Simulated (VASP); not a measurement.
Band structure of Cd₂SeS (space group P3m1). Computed with PBEsol GGA, VASP's PBE PAW potentials (set 64) (plane waves; VASP).

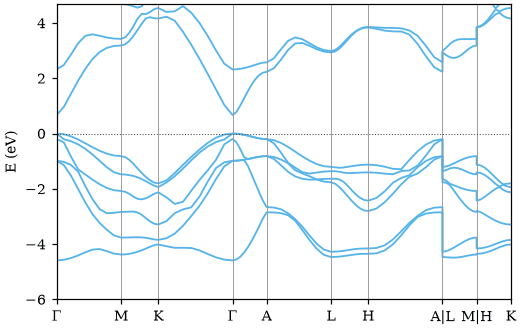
Fig. 1. Bands along high-symmetry lines, zero at the valence-band maximum or, without a gap, the Fermi level

**Question.** Read the plot: is there a gap, and where are the band edges?

**Answer.** The gap is direct, 0.67 eV, from the valence maximum at Γ to the conduction minimum at Γ. (Edges off the drawn lines would not show.)

The structure comes from a computed database's Cd2SeS entry (P3m1); how it stands against other phases isn't given here. It was relaxed first, which changed the volume by -6 %.
